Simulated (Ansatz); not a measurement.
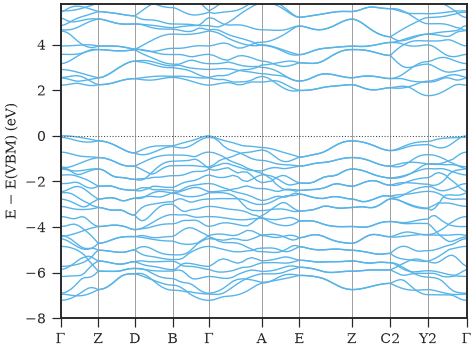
Figure. Band structure from PBE (plane waves, PAW; program Ansatz)

Question: Read off the gap and where the band edges lie.

Answer: About 1.8 eV (1.76 eV by a search for the band edges); maximum at Γ, minimum at Y2.

The material is TaNO in space group P2_1 (No. 4; Pearson symbol mP12).

The start of the workflow was typed in or built on a structure type; neither database checked (COD, Materials Project) lists it. COD files the formula under space group No. 12, 14, 191, so this cell is another polymorph or a model. Its standing as an ambient phase is unchecked. The PBE relaxation kept the symmetry of its start; whether a distortion lowers the energy is not shown. The run is not spin-polarised. Spin–orbit coupling is left out wherever it is not named.

Potentials: the earlier of the program's two PAW sets.
